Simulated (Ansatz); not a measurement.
BCl2F···HCl···HF

Input

```
crystal:
  periodic: [false, false, false]
  atoms:
    - {symbol: B, position_ang: [-1.043031, -1.047354, -0.031966]}
    - {symbol: Cl, position_ang: [2.221121, -0.384915, -0.021801]}
    - {symbol: Cl, position_ang: [-0.939612, -2.475266, -1.000932]}
    - {symbol: Cl, position_ang: [-1.123314, -1.087032, 1.697617]}
    - {symbol: H, position_ang: [-0.271498, 1.766354, -0.175348]}
    - {symbol: F, position_ang: [-1.131278, 0.130937, -0.641266]}
    - {symbol: H, position_ang: [1.818301, 0.835059, 0.091960]}
    - {symbol: F, position_ang: [0.469210, 2.262218, 0.081736]}
basis:
  gaussian: {orbitals: def2-TZVPP}
hamiltonian: {xc: pbe0, dispersion: d4}
output: {orbitals: {seedname: orbitals}}
```

Run with:

```sh
ansatz run in.yaml --threads 8 --pin off --events-out ev --progress --plain --max-ram 19148MiB
```

The product side of a reaction path; geometry: PBE0-D4/def2-TZVP.

Method: RKS PBE0-D4/def2-TZVPP in Ansatz 0.2.0.

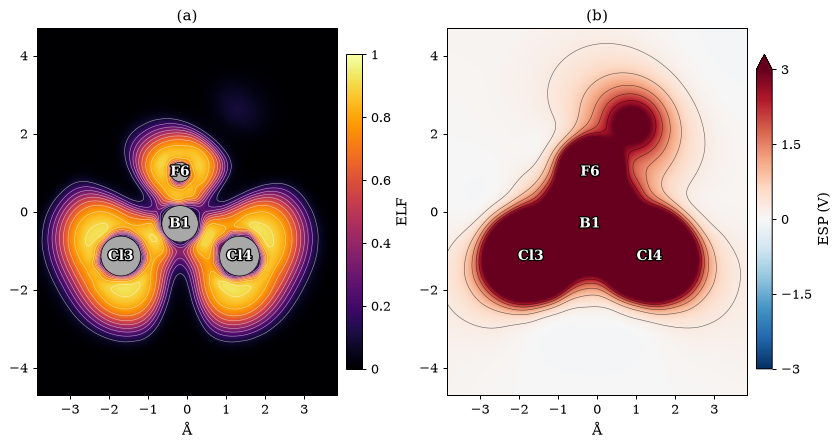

Figure 1. (a) ELF; (b) electrostatic potential on the plane of atoms Cl3, B1 and Cl4. Grey discs cover the atomic cores in the ELF map.

> Read the bonding off the picture.

The plane passes through B, Cl and F nuclei.
B–F (1.33 Å): the ELF peaks at about 0.85 between the atoms: a shared but strongly polarised pair.
B–Cl (1.73 Å): the ELF peaks at about 0.90 between the atoms; a shared but strongly polarised pair.
The ELF also peaks beside Cl3, Cl4 and F6, away from the bonds: lone-pair regions.
The potential has no marked negative region in this plane.

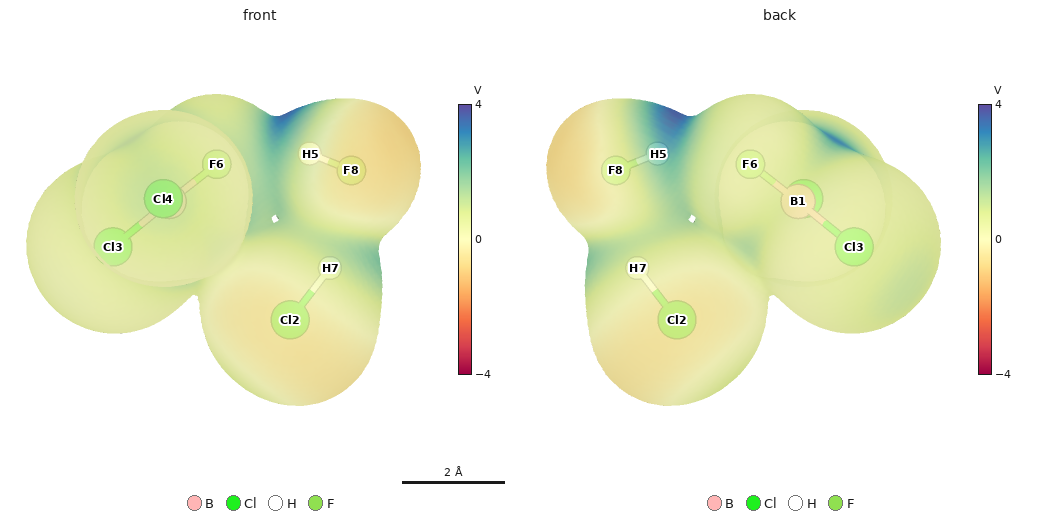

Figure 2. The electrostatic potential painted on the density surface at 0.004 e/bohr³, seen from the front and from behind; the colour scale runs from red (negative) to blue (positive).

> Which sites attract a positive test charge, and which a negative one?

A positive charge is drawn to the negative regions and a negative charge to the positive ones. The most negative region (about −0.8 V) lies over F8, the most positive (about +3.5 V) over H5. Cl2 shows a σ-hole: about +0.8 V at the tip opposite its bond, against about −0.1 V on its flanks. Cl3 shows a σ-hole: about +1.1 V at the tip opposite its bond, against about +0.2 V on its flanks. Cl4 shows a σ-hole: about +1.2 V at the tip opposite its bond, against about +0.3 V on its flanks.

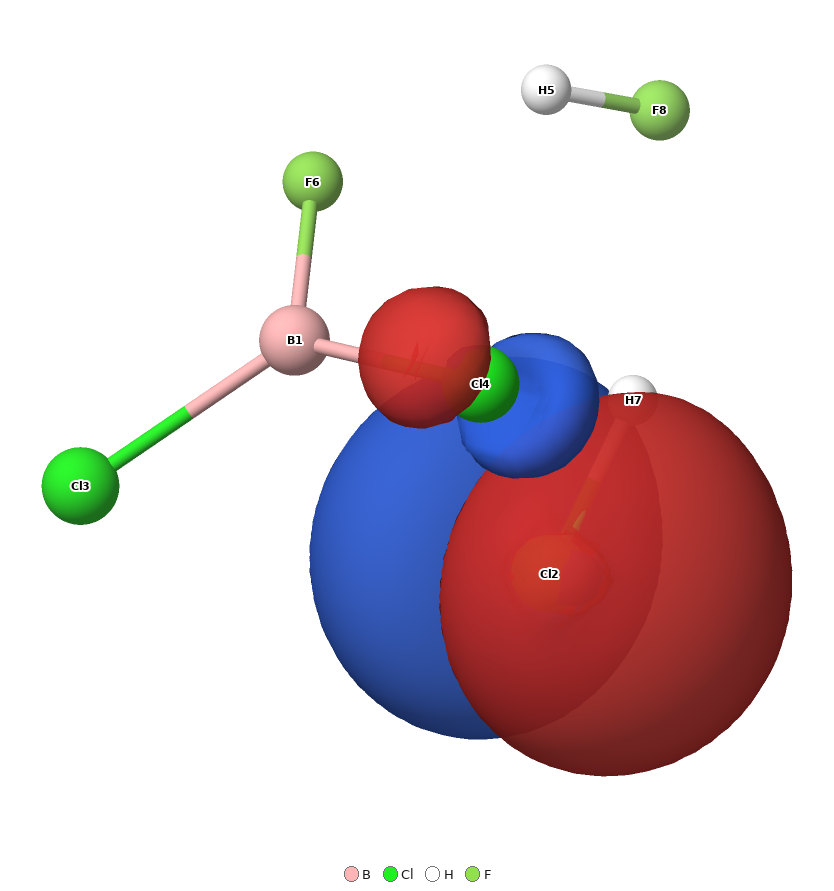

Figure 3. The HOMO at ±0.1 Å⁻³ᐟ² (red and blue are the two phases), seen at an oblique angle.

> Describe this orbital and give its energy.

Its weight (Hirshfeld) is mainly on Cl2 (about 90 %); largely a lone pair of Cl2. Its energy is −9.34 eV.
